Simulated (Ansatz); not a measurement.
# Ti3Mo, from a guessed structure to a relaxed one, part 2 of 2

This structure for Ti3Mo is made up. Its elements were placed in a known structure type with a cell scaled to their sizes. What cell does the guess relax to, and how far off was it?

Ansatz 0.2.0; DFT, PBE, plane-wave PAW, files of the set soft_1, scalar-relativistic, no spin, cell and ions relaxed at zero pressure; PAW set soft_1 (the session's first sound run).

So far: The starting structure; Relaxation of the guess.

### 2. Relaxation of the guess (continued)

The steps of the relaxation:

```
step  energy less that of the first step (eV)  largest force component (eV/Å)  pressure (GPa)  volume (Å³)
   1                                   0.0000                          0.2008           -6.21       140.80
   2                                   0.2915                          0.3441           13.63       123.49
   3                                  -0.1433                          0.0461           -0.78       134.88
   4                                  -0.1459                          0.0052            0.10       134.06
   5                                  -0.1460                          0.0027            0.03       134.13
   6                                  -0.1461                          0.0005            0.00       134.19
  7*                                  -0.1443                          0.0004            0.01       134.19
```

Relaxation steps marked * repeat the geometry before them on a plane-wave basis chosen anew for their cell, so energy and pressure can jump there. Relaxation step 2 was tried and not accepted.

The run keeps the 24 symmetry operations that it works with, so distortions that break them were not tested.

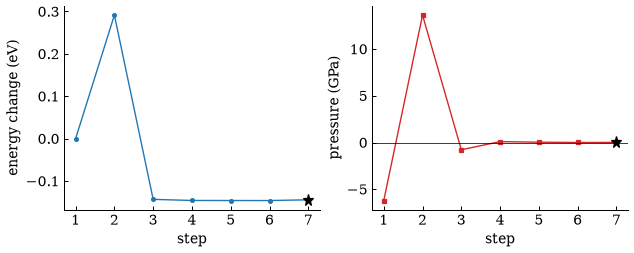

Energy and pressure along the relaxation. Stars mark steps on a basis chosen anew.

```
conventional cell, symmetrised  before  after  change
                         a (Å)   5.812  5.735  -1.3 %
                         b (Å)   5.812  5.735  -1.3 %
                         c (Å)   4.813  4.711  -2.1 %
              volume (Å³/atom)   17.60  16.77  -4.7 %
```

The atoms that moved most (Å, as changes of fractional coordinates times the final cell):

```
atom      dx      dy     dz  length
 Ti5  -0.013  -0.008  0.000   0.016
 Ti7  -0.013   0.008  0.000   0.016
 Ti4   0.013  -0.008  0.000   0.016
 Ti3   0.000   0.016  0.000   0.016
 Ti6   0.000  -0.016  0.000   0.016
 Ti8   0.013   0.008  0.000   0.016
```

This step gave:

```yaml
free_energy: -24909.3512 eV
energy_at_zero_smearing: -24909.2961 eV
smearing_term_ts: 0.1102 eV
fermi_energy: 15.18 eV
electrons: 100
symmetry_operations: 24
pressure: 0.01414 GPa
```

Shortest distances by pair of elements, guess and relaxed (not always the same contact):

```
 pair  guess (Å)  relaxed (Å)
Ti–Ti      2.891        2.826
Mo–Ti      2.906        2.866
Mo–Mo      4.129        4.063
```

The relaxation ends with a largest force component of 3.7e-4 eV/Å and a pressure of 0.01 GPa.

### 3. Bands of the relaxed cell

A second self-consistent run takes a narrower smearing and the mesh shown in its input; the bands follow along the standard path of the relaxed lattice.

This step: DFT, PBE, plane-wave PAW, files of the set soft_1, scalar-relativistic, no spin, bands and density of states at the relaxed cell; PAW set soft_1 (Ansatz 0.2.0).

The input, input.yaml:

```yaml
crystal:
  lattice:
    - [5.7348398466, 0.0, 0.0]
    - [-2.8674199233, 4.9665169938, 0.0]
    - [0.0, 0.0, 4.7113466509]
  atoms:
    - { symbol: Mo, position: [0.3333333333, 0.6666666667, 0.75] }
    - { symbol: Mo, position: [0.6666666667, 0.3333333333, 0.25] }
    - { symbol: Ti, position: [0.1690627228, 0.3381254457, 0.25] }
    - { symbol: Ti, position: [0.1690627228, 0.8309372772, 0.25] }
    - { symbol: Ti, position: [0.6618745543, 0.8309372772, 0.25] }
    - { symbol: Ti, position: [0.8309372772, 0.6618745543, 0.75] }
    - { symbol: Ti, position: [0.8309372772, 0.1690627228, 0.75] }
    - { symbol: Ti, position: [0.3381254457, 0.1690627228, 0.75] }
kpoints:
  mp_grid: { grid: [6, 6, 8] }
  band_path:
    path:
      - [[0.0, 0.0, 0.0], [0.5, 0.0, 0.0], [0.33333333, 0.33333333, 0.0], [0.0, 0.0, 0.0], [0.0, 0.0, 0.5], [0.5, 0.0, 0.5], [0.33333333, 0.33333333, 0.5], [0.0, 0.0, 0.5]]
      - [[0.5, 0.0, 0.5], [0.5, 0.0, 0.0]]
      - [[0.33333333, 0.33333333, 0.0], [0.33333333, 0.33333333, 0.5]]
    npoints: 8
scf:
  occupations: { method: fermi_dirac, width: 0.03 }
  n_extra_bands: 12
hamiltonian:
  xc: pbe
  pseudopotentials: { kind: paw, azcp: { folder: soft_1 } }
output:
  forces: true
  stress: true
  write_bands: true
  dos: { projected: true }
  write_density: true
  write_potential: true
  elf: true
  volumetric_format: npy
```

Launch:

```console
$ ansatz run input.yaml --threads 4 --pin off --max-ram 10240MiB --backend cpu --events-out ev --progress --plain --runs-dir out
```

Numbers of over 12 decimals in the logs are rounded to 6 here.

The log of the run:

```text
[...]
Crystal: 8 atoms, lattice volume = 134.189 Å³
Basis set: ecut = 420 eV, 2667 PW (Γ), exchange–correlation on 80×80×64 points (8 copies of the dense FFT grid, shifted against one another)
Bands: 62, of which v1, the nominal top of the filled ones, is band 50 counted from 1 (49 counted from 0)
Symmetry: 24 space group operations
[...]
k-points: 35 of 288
[...]
SCF iter   1: F=—  HF=-24923.240914 eV  |F-HF|=—  |Δ(HF+E_count)|=         —  Δρ=1.72e-1  dr2=1.03e2  ethr=3.10e-3  ⟨swp⟩=6.7  Hψ=7794  notcnv=0
[...]
SCF iter   9: F=-24909.309770 eV  HF=-24909.309771 eV  |F-HF|=8.91e-8  |Δ(HF+E_count)|=   2.08e-7  Δρ=5.82e-6  dr2=9.69e-8  ethr=1.00e-10  ⟨swp⟩=15.2  Hψ=15752  notcnv=0
SCF 1 converged in 9 iterations: F = -24909.309770 eV  dr2 = 9.69e-8
[...]
NSCF: frozen V_eff on 75 k-points
SCF converged after 9 iterations
Free energy (F): -24909.309770 eV
[...]
Internal energy: -24909.261859 eV  (E = F + TS)
E sigma→0 (E₀):  -24909.285815 eV
Entropy (-TS):   -0.047911 eV (-5.989 meV/atom)
Fermi energy:    15.173183 eV
[...]
--- Forces (eV/Å), atoms counted from 1 ---
  atom   1  Mo     0.00000000     0.00000000     0.00000000
  atom   2  Mo    -0.00000000     0.00000000     0.00000000
  atom   3  Ti     0.00000000    -0.02261873    -0.00000000
  atom   4  Ti    -0.01958840     0.01130937     0.00000000
  atom   5  Ti     0.01958840     0.01130937     0.00000000
  atom   6  Ti     0.00000000     0.02261873     0.00000000
  atom   7  Ti     0.01958840    -0.01130937     0.00000000
  atom   8  Ti    -0.01958840    -0.01130937    -0.00000000
  max |Σ_I F_I| component: 5.55e-17 eV/Å
--- Stress (GPa, compression-positive) ---
        0.173858      -0.000000       0.000000
        0.000000       0.173858      -0.000000
        0.000000      -0.000000      -0.245254
  P = ⅓ Tr σ = 0.0342 GPa (0.342 kbar)
--- Band table (eV; the first three rows and the last of 35) ---
  k-point 0: bands = [... 46 lower, 14.8570, 14.8570, 15.6030, 15.6030, 15.6049, 15.7025, 15.7025, 15.7077, ... 8 higher]
  k-point 1: bands = [... 46 lower, 15.3717, 15.3717, 15.5232, 15.5379, 15.5688, 15.5688, 15.8052, 15.8842, ... 8 higher]
  k-point 2: bands = [... 46 lower, 15.0056, 15.3314, 15.5327, 15.5327, 15.7166, 15.7166, 15.7413, 15.9711, ... 8 higher]
  k-point 34: bands = [... 46 lower, 14.3435, 14.3435, 14.6920, 14.6920, 14.9604, 14.9604, 14.9630, 14.9630, ... 8 higher]
```

It took 19 s on 4 threads of AMD EPYC 7R13 (Zen 3), shared host; peak memory 0.79 GiB; 69 s of CPU time.

Numbers from this step:

| Property | Result |
| --- | --- |
| free energy | -24909.3098 eV |
| energy at zero smearing | -24909.2858 eV |
| smearing term TS | 0.04791 eV |
| Fermi energy | 15.17 eV |
| pressure | 0.03415 GPa |

From bands.tsv, the bands that come nearest the Fermi level along the path, at its corners, in eV from the Fermi level:

```tsv
point	band 47	band 48	band 49	band 50	band 51	band 52	band 53	band 54
Γ	-0.32	-0.32	0.43	0.43	0.43	0.53	0.53	0.53
M	-0.93	-0.50	-0.50	-0.05	0.19	0.29	0.34	0.58
K	-1.10	-0.93	-0.28	-0.07	-0.07	0.25	0.25	0.36
Γ	-0.32	-0.32	0.43	0.43	0.43	0.53	0.53	0.53
A	-0.31	-0.31	0.45	0.45	0.45	0.45	1.43	1.43
L	-0.75	-0.75	-0.51	-0.51	-0.09	-0.09	0.04	0.04
H	-0.83	-0.83	-0.48	-0.48	-0.21	-0.21	-0.21	-0.21
A	-0.31	-0.31	0.45	0.45	0.45	0.45	1.43	1.43
L	-0.75	-0.75	-0.51	-0.51	-0.09	-0.09	0.04	0.04
M	-0.93	-0.50	-0.50	-0.05	0.19	0.29	0.34	0.58
K	-1.10	-0.93	-0.28	-0.07	-0.07	0.25	0.25	0.36
H	-0.83	-0.83	-0.48	-0.48	-0.21	-0.21	-0.21	-0.21
```

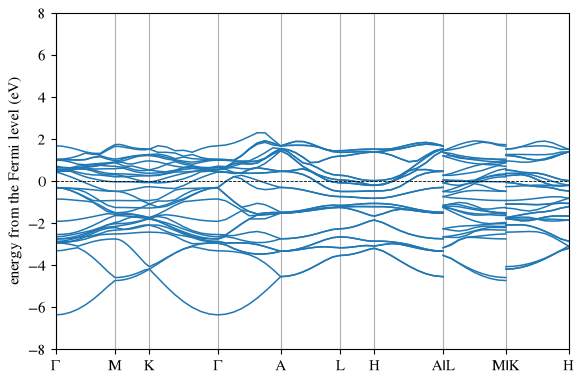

Bands along the path. 32 bands lie wholly below the window drawn.

Counts of states for the cell as run, both spins, by energy window (eV from the Fermi level):

```csv
from,to,total
-8,-7,0.00
-7,-6,0.07
-6,-5,0.67
-5,-4,1.35
-4,-3,4.65
-3,-2,9.80
-2,-1,11.20
-1,0,8.09
0,1,14.85
```

Below -8 eV lie 64.0 more states.

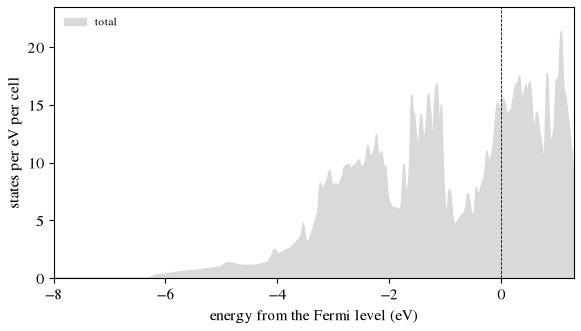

Total density of states, smoothed over about 0.04 eV.

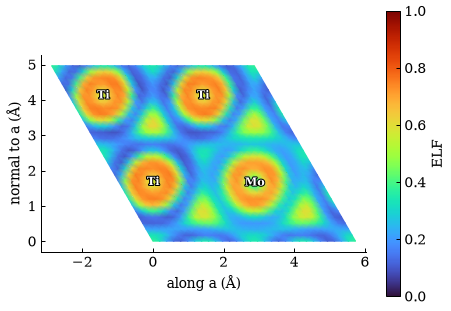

ELF in the ab plane at fractional z = 0.250, with atoms of Mo and Ti within 0.2 Å of it. It is the smooth field of the valence electrons, not physical close to the nuclei.

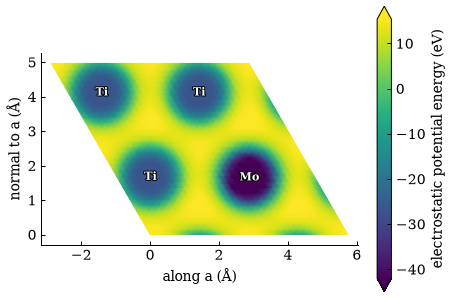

Electrostatic potential energy in the ab plane at fractional z = 0.250, with atoms of Mo and Ti within 0.2 Å of it. With pseudopotentials it is smooth inside the atoms' cores, unlike the true potential.

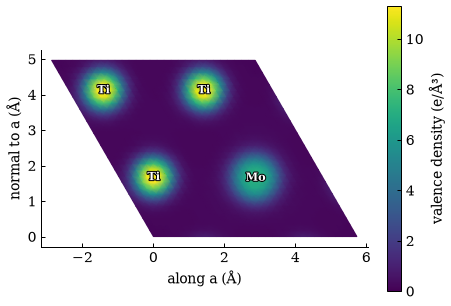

Valence density in the ab plane at fractional z = 0.250, with atoms of Mo and Ti within 0.2 Å of it. It is the smooth field of the valence electrons, not physical close to the nuclei.

### 4. Results

| Item | Value |
| --- | --- |
| space group, relaxed | P6_3/mmc |
| conventional cell | a = 5.735, b = 5.735, c = 4.711 Å; α = 90.0°, β = 90.0°, γ = 120.0° |
| volume per atom | 16.77 Å³ (guess 17.60) |

**Reading.** Ti3Mo relaxes to P6_3/mmc with a = 5.735, b = 5.735 and c = 4.711 Å. The guessed volume was 5 % too large. The space group P6_3/mmc was held in the relaxation, so the end point is a stationary structure within it and may be a saddle against distortions or other arrangements. Bands cross the Fermi level, so it is a metal or semimetal at this level. On the 6×6×8 mesh with the narrower smearing (relaxed on 5×5×6) the largest force component is 0.023 eV/Å and the largest stress component is 0.245 GPa, against the relaxation's thresholds of 0.015 eV/Å and 0.05 GPa. The cutoff wasn't tested. No dispersion term is used, so weakly bound directions may come out too long. The runs have no spin, and magnetism wasn't tested. Nothing here tests whether the compound is stable against decomposition.

[Logs are printed without paths, hosts, clocks, repeated set-up lines and the standing remarks that a program may print on its own settings, such as how far it seeks lower states.]

[Hosts, paths, dates, database ids (printed as entryN), source tags and the programs' standing remarks are cut or masked in the printed files.]
